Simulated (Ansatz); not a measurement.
# SiO (singlet): one geometry, many settings

What do other methods and options give for SiO (singlet) at this geometry, and how long do they take?

Program: Ansatz 0.2.0, Gaussian basis. Level of theory: the settings change from run to run. These are calculated values, not measurements.

1 further run of the same task is left out (set aside as unsound or not needed).

## (1) The geometry

The geometry is a PBE0/def2-TZVP stationary point (not a proven minimum).

2 atoms, charge 0, spin multiplicity 1.

Atoms are counted from 1 here; the program's logs count them from 0.

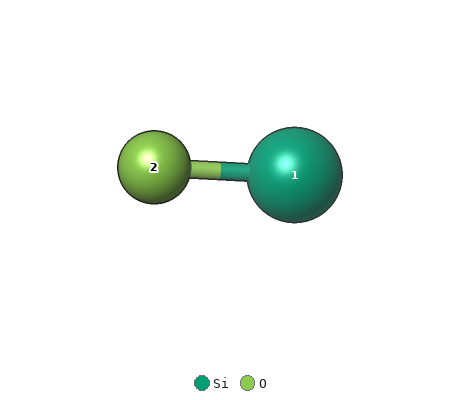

The geometry (silicon teal, oxygen green); atoms are numbered from 1 in the order of the file.

## (2) BCCD on UHF/STO-3G

The input, in.yaml:

```yaml
crystal:
  periodic: [false, false, false]
  atoms:
    - {symbol: Si, position_ang: [0.000000, 0.000000, 0.000000]}
    - {symbol: O, position_ang: [0.000000, 0.000000, 1.508831]}
basis:
  gaussian: {orbitals: STO-3G, fitting: {mean_field: def2-universal-jkfit}}
magnetization: {spin_polarized: true, initial_magnetization: 0}
correlation: {method: bccd, electrons: valence, diis_vectors: 2}
```

Started as:

```console
$ ansatz run in.yaml --threads 1 --pin off --events-out ev --progress --plain --max-ram 2176MiB
```

What it wrote (excerpt; [...] marks lines left out):

```text
Functional definition: HF
  name "HF"
  cite "Fock, Z. Phys. 61, 126 (1930) doi:10.1007/BF01340294"
  parent pbe
[...]
205 factors; integrals over basis functions are off by at most 7.5e-3 eV
[...]
mean field -9779.76737974 eV, -359.3998222409 hartree, gradient 3.7e-6 eV, S^2 0.277928; 8 other end points of the search recorded, 0 dependent functions left out
determinant -9779.76737974 eV, -359.3998222409 hartree, with singles and doubles -9783.32604958 eV, -359.5306009455 hartree
determinant -9776.32409511 eV, -359.2732838647 hartree, with singles and doubles -9777.47061232 eV, -359.3154175953 hartree
6 core orbitals not correlated: weight in the atoms' cores, before any rotation towards them, 1.000 or more for the frozen orbitals, at most 0.000 for the correlated occupied ones
reference -9779.76737974 eV, -359.3998222409 hartree; 5, 5 occupied and 3, 3 virtual orbitals, 205 factors
second order -3.05449036 eV of doubles, -0.00000000 eV of singles
cycle   1  -2.80450748 eV  change    2.2e-1 eV  update   1.6e-1
[...]
cycle  19  -3.42997603 eV  change    1.2e-5 eV  update   6.2e-6
WARN: the results are in doubt because among natural orbitals full CI differs from the method by -0.532 eV
Total energy: -9783.19735576 eV, -359.5258715349 hartree
In doubt: among natural orbitals full CI differs from the method by -0.532 eV
```

It took 0.39 s on 1 thread of Intel Xeon 6975P-C, shared host.

From the report: ⟨S²⟩ of the determinant 0.278 (pure singlet: 0.00); correlation -3.4300 eV; largest double amplitude 0.13. The program marks this result as in doubt; its last lines say why.

## (3) MP2 on RHF/cc-pVTZ

The input, in.yaml:

```yaml
crystal:
  periodic: [false, false, false]
  atoms:
    - {symbol: Si, position_ang: [0.000000, 0.000000, 0.000000]}
    - {symbol: O, position_ang: [0.000000, 0.000000, 1.508831]}
basis:
  gaussian: {orbitals: cc-pVTZ}
magnetization: {spin_polarized: false}
hamiltonian: {pseudopotentials: {relativity: scalar}}
correlation: {method: mp2, electrons: valence}
```

Same command.

What it wrote:

```text
Functional definition: HF
  name "HF"
  cite "Fock, Z. Phys. 61, 126 (1930) doi:10.1007/BF01340294"
  parent pbe
  exchange = exact_x
  correlation = 0
391 factors; integrals over basis functions are off by at most 1.8e-3 eV
mean field evaluation 1: about -9911.8770 eV, gradient 4.8e1 eV
mean field evaluation 2: about -9911.8876 eV, gradient 4.8e1 eV
mean field evaluation 4: about -9916.6282 eV, gradient 2.5e0 eV
mean field evaluation 8: about -9916.6609 eV, gradient 1.0e-1 eV
mean field -9916.66092996 eV, -364.4305674217 hartree, gradient 8.0e-6 eV, S^2 0.000000; 0 other end points of the search recorded, 0 dependent functions left out
6 core orbitals not correlated: weight in the atoms' cores, before any rotation towards them, 1.000 or more for the frozen orbitals, at most 0.000 for the correlated occupied ones
reference -9916.66092996 eV, -364.4305674217 hartree; 5, 5 occupied and 53, 53 virtual orbitals, 391 factors
second order -9.16253370 eV of doubles, -0.00000000 eV of singles
Total energy: -9925.82346366 eV, -364.7672843246 hartree
Relativity: scalar
```

Run time: 0.21 s. Hardware: 1 thread of Intel Xeon 6975P-C, shared host.

## (4) MP2 on RHF/6-31++G**

The input, in.yaml:

```yaml
crystal:
  periodic: [false, false, false]
  atoms:
    - {symbol: Si, position_ang: [0.000000, 0.000000, 0.000000]}
    - {symbol: O, position_ang: [0.000000, 0.000000, 1.508831]}
basis:
  gaussian: {orbitals: "6-31++G**"}
magnetization: {spin_polarized: false}
correlation: {method: mp2, electrons: outside_noble_gas}
output: {forces: true}
```

Same command.

What it wrote (excerpt; [...] marks lines left out):

```text
Functional definition: HF
  name "HF"
  cite "Fock, Z. Phys. 61, 126 (1930) doi:10.1007/BF01340294"
  parent pbe
[...]
356 factors; integrals over basis functions are off by at most 8.4e-4 eV
[...]
mean field -9899.06700401 eV, -363.7840025689 hartree, gradient 1.9e-6 eV, S^2 0.000000; 0 other end points of the search recorded, 0 dependent functions left out
6 core orbitals not correlated: weight in the atoms' cores, before any rotation towards them, 1.000 or more for the frozen orbitals, at most 0.000 for the correlated occupied ones
reference -9899.06700401 eV, -363.7840025689 hartree; 5, 5 occupied and 31, 31 virtual orbitals, 356 factors
second order -7.35843932 eV of doubles, -0.00000000 eV of singles
[...]
Total energy: -9906.42544333 eV, -364.0544202262 hartree
Atom 0 at     0.000000     0.000000     0.000000 Å, force    -0.000000     0.000000    -2.208550 eV/Å
Atom 1 at     0.000000     0.000000     1.508831 Å, force     0.000000    -0.000000     2.208550 eV/Å
Dipole moment:     0.000000    -0.000000    -0.611680 e Å
```

Wall time 0.21 s (1 thread of Intel Xeon 6975P-C, shared host).

## (5) MP2 on RHF/6-31G*

The input, in.yaml:

```yaml
crystal:
  periodic: [false, false, false]
  atoms:
    - {symbol: Si, position_ang: [0.000000, 0.000000, 0.000000]}
    - {symbol: O, position_ang: [0.000000, 0.000000, 1.508831]}
basis:
  gaussian: {orbitals: "6-31G*"}
magnetization: {spin_polarized: false}
correlation: {method: mp2, electrons: valence}
```

Launched as before.

What it wrote:

```text
Functional definition: HF
  name "HF"
  cite "Fock, Z. Phys. 61, 126 (1930) doi:10.1007/BF01340294"
  parent pbe
  exchange = exact_x
  correlation = 0
292 factors; integrals over basis functions are off by at most 8.6e-4 eV
mean field evaluation 1: about -9894.3064 eV, gradient 4.6e1 eV
mean field evaluation 2: about -9894.3167 eV, gradient 4.6e1 eV
mean field evaluation 4: about -9898.8843 eV, gradient 2.3e0 eV
mean field evaluation 8: about -9898.9095 eV, gradient 7.9e-2 eV
mean field -9898.90953376 eV, -363.7782156437 hartree, gradient 3.8e-6 eV, S^2 0.000000; 0 other end points of the search recorded, 0 dependent functions left out
6 core orbitals not correlated: weight in the atoms' cores, before any rotation towards them, 1.000 or more for the frozen orbitals, at most 0.000 for the correlated occupied ones
reference -9898.90953376 eV, -363.7782156437 hartree; 5, 5 occupied and 23, 23 virtual orbitals, 292 factors
second order -7.25026469 eV of doubles, -0.00000000 eV of singles
Total energy: -9906.15979845 eV, -364.0446579568 hartree
```

Run time: 0.12 s. Hardware: 1 thread of Intel Xeon 6975P-C, shared host.

## (6) MP2 on UHF/cc-pVDZ

The input, in.yaml:

```yaml
crystal:
  periodic: [false, false, false]
  atoms:
    - {symbol: Si, position_ang: [0.000000, 0.000000, 0.000000]}
    - {symbol: O, position_ang: [0.000000, 0.000000, 1.508831]}
basis:
  gaussian: {orbitals: cc-pVDZ}
magnetization: {spin_polarized: true, initial_magnetization: 0}
correlation: {method: mp2, electrons: outside_noble_gas}
accuracy: high
output: {forces: true}
```

Same command.

What it wrote (excerpt; [...] marks lines left out):

```text
Functional definition: HF
  name "HF"
  cite "Fock, Z. Phys. 61, 126 (1930) doi:10.1007/BF01340294"
  parent pbe
[...]
598 factors; integrals over basis functions are off by at most 3.3e-9 eV
[...]
mean field -9899.22806177 eV, -363.7899213321 hartree, gradient 3.0e-8 eV, S^2 0.000000; 4 other end points of the search recorded, 0 dependent functions left out
6 core orbitals not correlated: weight in the atoms' cores, before any rotation towards them, 1.000 or more for the frozen orbitals, at most 0.000 for the correlated occupied ones
reference -9899.22806177 eV, -363.7899213321 hartree; 5, 5 occupied and 21, 21 virtual orbitals, 598 factors
second order -7.42447251 eV of doubles, -0.00000000 eV of singles
[...]
Total energy: -9906.65253427 eV, -364.0627656642 hartree
Atom 0 at     0.000000     0.000000     0.000000 Å, force    -0.000000     0.000000    -2.933659 eV/Å
Atom 1 at     0.000000     0.000000     1.508831 Å, force    -0.000000    -0.000000     2.933659 eV/Å
Dipole moment:    -0.000000    -0.000000    -0.487782 e Å
```

It took 0.48 s on 1 thread of Intel Xeon 6975P-C, shared host.

From the report: ⟨S²⟩ of the determinant 0.000 (pure singlet: 0.00).

## (7) CISDT/STO-3G

The input, in.yaml:

```yaml
crystal:
  periodic: [false, false, false]
  atoms:
    - {symbol: Si, position_ang: [0.000000, 0.000000, 0.000000]}
    - {symbol: O, position_ang: [0.000000, 0.000000, 1.508831]}
basis:
  gaussian: {orbitals: STO-3G}
correlation: {active_space: {ras: {orbitals: [5, 0, 3], electrons: 10, max_holes: 3, max_particles: 3}, fixed_orbitals: true}}
output: {forces: true}
```

Same command.

What it wrote:

```text
Functional definition: HF
  name "HF"
  cite "Fock, Z. Phys. 61, 126 (1930) doi:10.1007/BF01340294"
  parent pbe
  exchange = exact_x
  correlation = 0
164 factors; integrals over basis functions are off by at most 3.2e-5 eV
mean field evaluation 1: about -9774.6786 eV, gradient 3.4e1 eV
mean field evaluation 2: about -9774.6953 eV, gradient 3.4e1 eV
mean field evaluation 4: about -9779.6951 eV, gradient 3.6e0 eV
mean field evaluation 8: about -9779.7300 eV, gradient 2.0e-2 eV
mean field -9779.72997385 eV, -359.3984475998 hartree, gradient 1.9e-6 eV, S^2 0.000000; 0 other end points of the search recorded, 0 dependent functions left out
reference -9779.72997385 eV, -359.3984475998 hartree; 11, 11 occupied and 3, 3 virtual orbitals, 164 factors
state -9783.55014493 eV, -359.5388362977 hartree
the calculation of the forces begins
Total energy: -9783.55014493 eV, -359.5388362977 hartree
Atom 0 at     0.000000     0.000000     0.000000 Å, force     0.000000    -0.000000    -1.389575 eV/Å
Atom 1 at     0.000000     0.000000     1.508831 Å, force    -0.000000     0.000000     1.389575 eV/Å
Dipole moment:    -0.000000    -0.000000    -0.224842 e Å
```

It took 0.09 s on 1 thread of Intel Xeon 6975P-C, shared host.

From the report: 310 determinants.

## (8) CISD/cc-pVTZ

The input, in.yaml:

```yaml
crystal:
  periodic: [false, false, false]
  atoms:
    - {symbol: Si, position_ang: [0.000000, 0.000000, 0.000000]}
    - {symbol: O, position_ang: [0.000000, 0.000000, 1.508831]}
basis:
  gaussian: {orbitals: cc-pVTZ}
correlation: {active_space: {ras: {orbitals: [5, 0, 53], electrons: 10, max_holes: 2, max_particles: 2}, fixed_orbitals: true}}
scf: {lower_state_search: off}
```

The command is unchanged.

What it wrote:

```text
Functional definition: HF
  name "HF"
  cite "Fock, Z. Phys. 61, 126 (1930) doi:10.1007/BF01340294"
  parent pbe
  exchange = exact_x
  correlation = 0
these checks for a lower state are left out or cut short: stability, starts, cluster_reference, orbital_swaps, neighbouring_geometries, increment
391 factors; integrals over basis functions are off by at most 1.8e-3 eV
mean field evaluation 1: about -9895.7823 eV, gradient 4.8e1 eV
mean field evaluation 2: about -9895.7931 eV, gradient 4.8e1 eV
mean field evaluation 4: about -9900.5302 eV, gradient 2.5e0 eV
mean field evaluation 8: about -9900.5628 eV, gradient 1.0e-1 eV
mean field -9900.56281923 eV, -363.8389727641 hartree, gradient 8.1e-6 eV, S^2 0.000000; 0 other end points of the search recorded, 0 dependent functions left out
reference -9900.56281923 eV, -363.8389727641 hartree; 11, 11 occupied and 53, 53 virtual orbitals, 391 factors
state -9909.04528643 eV, -364.1506976842 hartree
Total energy: -9909.04528643 eV, -364.1506976842 hartree
Checks for a lower state left out: stability, starts, cluster_reference, orbital_swaps, neighbouring_geometries, increment
```

Run time: 1.1 s. Hardware: 1 thread of Intel Xeon 6975P-C, shared host.

From the report: 25,836 determinants.

## (9) BCCD(T)/def2-SVPD

The input, in.yaml:

```yaml
crystal:
  periodic: [false, false, false]
  atoms:
    - {symbol: Si, position_ang: [0.000000, 0.000000, 0.000000]}
    - {symbol: O, position_ang: [0.000000, 0.000000, 1.508831]}
basis:
  gaussian: {orbitals: def2-SVPD}
magnetization: {spin_polarized: true, initial_magnetization: 0}
hamiltonian: {xc: {name: PBE}}
correlation: {method: bccd_t, electrons: outside_noble_gas}
scf: {lower_state_search: off}
output: {forces: true}
```

The command is unchanged.

What it wrote (excerpt; [...] marks lines left out):

```text
Functional definition: PBE
  name "PBE"
  cite "Perdew, Burke & Ernzerhof, Phys. Rev. Lett. 77, 3865 (1996) doi:10.1103/PhysRevLett.77.3865"
  parent pbe
[...]
451 factors; integrals over basis functions are off by at most 5.7e-4 eV
[...]
mean field -9914.55317787 eV, -364.3531089613 hartree, gradient 2.1e-6 eV, S^2 0.000000; 0 other end points of the search recorded, 0 dependent functions left out
6 core orbitals not correlated: weight in the atoms' cores, before any rotation towards them, 1.000 or more for the frozen orbitals, at most 0.000 for the correlated occupied ones
reference -9894.71037537 eV, -363.6238994193 hartree; 5, 5 occupied and 36, 36 virtual orbitals, 451 factors
second order -8.43133044 eV of doubles, -0.41192126 eV of singles
cycle   1  -7.54794043 eV  change     1.3e0 eV  update   1.8e-1
[...]
cycle  12  -8.28723025 eV  change    9.0e-8 eV  update   1.2e-6
perturbative correction -0.40750179 eV, -0.0149754146 hartree
[...]
Total energy: -9903.40510741 eV, -363.9434249282 hartree
Atom 0 at     0.000000     0.000000     0.000000 Å, force    -0.000000    -0.000000    -2.368349 eV/Å
Atom 1 at     0.000000     0.000000     1.508831 Å, force    -0.000000    -0.000000     2.368349 eV/Å
Dipole moment:     0.000000    -0.000000    -0.635107 e Å
Checks for a lower state left out: starts, cluster_reference, orbital_swaps, neighbouring_geometries, increment
```

It took 2.9 s on 1 thread of Intel Xeon 6975P-C, shared host.

From the report: ⟨S²⟩ of the determinant 0.000 (pure singlet: 0.00); correlation -8.6947 eV; largest double amplitude 0.08.

## (10) MP2 on RHF/x2c-TZVPPall

The input, in.yaml:

```yaml
crystal:
  periodic: [false, false, false]
  atoms:
    - {symbol: Si, position_ang: [0.000000, 0.000000, 0.000000]}
    - {symbol: O, position_ang: [0.000000, 0.000000, 1.508831]}
basis:
  gaussian: {orbitals: x2c-TZVPPall}
magnetization: {spin_polarized: false}
correlation: {method: mp2, electrons: outside_noble_gas}
```

Launched as before.

What it wrote:

```text
Functional definition: HF
  name "HF"
  cite "Fock, Z. Phys. 61, 126 (1930) doi:10.1007/BF01340294"
  parent pbe
  exchange = exact_x
  correlation = 0
450 factors; integrals over basis functions are off by at most 1.5e-3 eV
mean field evaluation 1: about -9913.6036 eV, gradient 4.9e1 eV
mean field evaluation 2: about -9913.6058 eV, gradient 4.9e1 eV
mean field evaluation 4: about -9918.4253 eV, gradient 2.7e0 eV
mean field evaluation 8: about -9918.4600 eV, gradient 1.2e-1 eV
mean field -9918.46009101 eV, -364.4966853709 hartree, gradient 7.0e-6 eV, S^2 0.000000; 0 other end points of the search recorded, 0 dependent functions left out
6 core orbitals not correlated: weight in the atoms' cores, before any rotation towards them, 1.000 or more for the frozen orbitals, at most 0.000 for the correlated occupied ones
reference -9918.46009101 eV, -364.4966853709 hartree; 5, 5 occupied and 62, 62 virtual orbitals, 450 factors
second order -9.11228952 eV of doubles, -0.00000000 eV of singles
Total energy: -9927.57238053 eV, -364.8315558344 hartree
Relativity: scalar
```

Wall time 0.27 s (1 thread of Intel Xeon 6975P-C, shared host).

## (11) The runs in one table

 † marks a result that the program doubts.

```csv
level,correlated,functions,energy (eV),time
BCCD on UHF/STO-3G †,valence,14,-9783.1974,0.39 s
MP2 on RHF/cc-pVTZ (relativity set),valence,64,-9925.8235,0.21 s
MP2 on RHF/6-31++G**,outside noble gas,42,-9906.4254,0.21 s
MP2 on RHF/6-31G*,valence,34,-9906.1598,0.12 s
MP2 on UHF/cc-pVDZ,outside noble gas,32,-9906.6525,0.48 s
CISDT/STO-3G,valence,14,-9783.5501,0.09 s
CISD/cc-pVTZ,outside noble gas,64,-9909.0453,1.1 s
BCCD(T)/def2-SVPD (on PBE orbitals),outside noble gas,47,-9903.4051,2.9 s
MP2 on RHF/x2c-TZVPPall,outside noble gas,73,-9927.5724,0.27 s
```

## (12) Summary of results

```
quantity                                       value
    runs                                           9
quickest                        CISDT/STO-3G, 0.09 s
 slowest  BCCD(T)/def2-SVPD (on PBE orbitals), 2.9 s
```

In words: Total energies in different bases, with other cores or another treatment of relativity can't be set against each other. BCCD(T)/def2-SVPD (on PBE orbitals) took 32 times as long as CISDT/STO-3G; the jobs differ in more than the method.
